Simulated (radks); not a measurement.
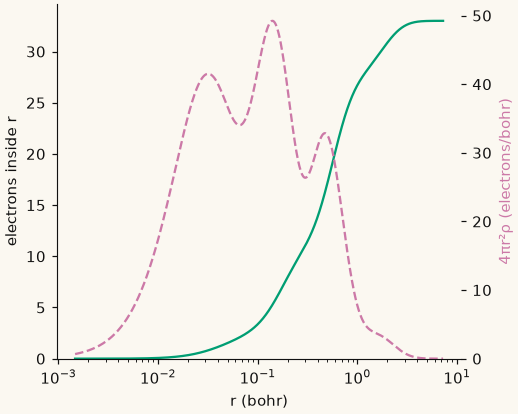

System: Se⁺ (Z = 34, 33 electrons), configuration [Ar] 3d10 4s2 4p3 (high spin). Theory: non-relativistic Kohn-Sham, PBE, spin-polarised, spherical densities, point nucleus (computed with the in-house radial solver radks).

The plot shows the number of electrons inside radius r (solid) and the radial density 4πr²ρ (dashed).

Question: Describe it and give its main numbers.

Answer: The count levels off at 33 electrons. Half of them lie within 0.483 bohr, 90 % within 1.64 bohr and 99 % within 3.23 bohr. The radial density has minima at 0.0659 and 0.301 bohr, where the count stands at 2.1 and 11.0; these part the shells that the density resolves.
